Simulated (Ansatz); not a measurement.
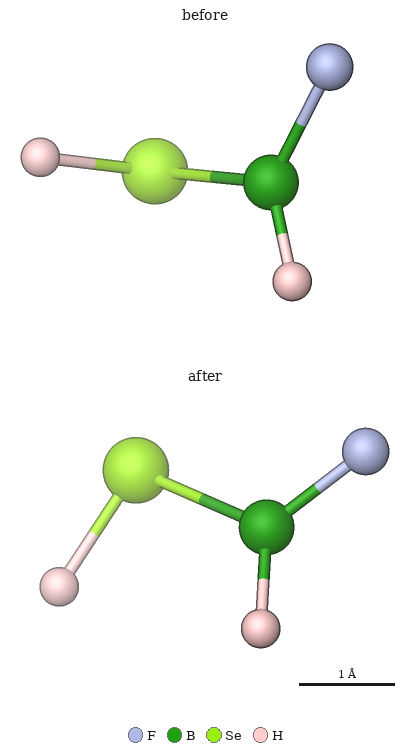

The structure of BH2SeF (coarse preliminary run) before (top) and after (bottom) a relaxation, at one scale.

The picture is a ball-and-stick view, seen at a tilt.

The start comes from a force field.

The calculation used Ansatz, RKS PBE-D4/def2-SVP. (force threshold 0.03 eV/Å; at most 200 steps)

### Describe what moved and what it gained.

After 11 accepted moves (12 points after the start) the energy has fallen by 23.4 kcal/mol. Largest force component: 4.7 eV/Å at the start, 0.0043 eV/Å at the end. The line search rejected the trial step at point 9 of the run. The atom that moves furthest after the best rigid fit is an H atom (0.82 Å). Largest moves by element: H 0.82 Å, Se 0.78 Å, F 0.53 Å, B 0.18 Å. Near-neighbour distances that change, for instance: B–F 1.462 → 1.333 Å, B–H 1.139 → 1.215 Å, B–Se 1.992 → 1.945 Å, H–Se 1.509 → 1.483 Å. Among the angles between lasting bonds that change: Se–B–H 116.6° → 122.4°, F–B–H 123.8° → 119.5°. Groups turn about B–Se by about 90°.
